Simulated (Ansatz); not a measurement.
# A computed series for KTaO3: response to strain

Start from KTaO3 in the cubic perovskite structure (space group Pm-3m, No. 221; a = 3.985 Å). Axes: x, y, z lie along the cube axes.

Strains are applied to the cell and any free atomic positions relax; under biaxial strain the out-of-plane vector relaxes too.

Computed with PBEsol (Ansatz, a first-principles code, PAW, no spin-orbit coupling).

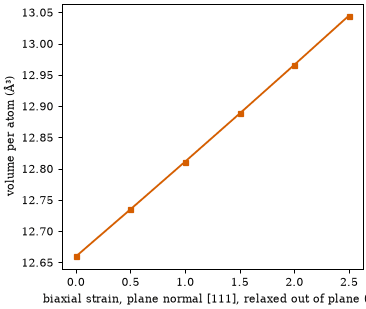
Volume per atom against biaxial strain, plane normal [111], relaxed out of plane

Question: From the plot, what is the volume per atom for biaxial strain +2.00 %, plane normal [111], relaxed out of plane?

Answer: About 12.97 Å³.

Question: Is the trend monotonic over the range shown?

Answer: Yes, it rises throughout, spanning 12.66 Å³ to 13.04 Å³.

Stability against distortions was not tested.
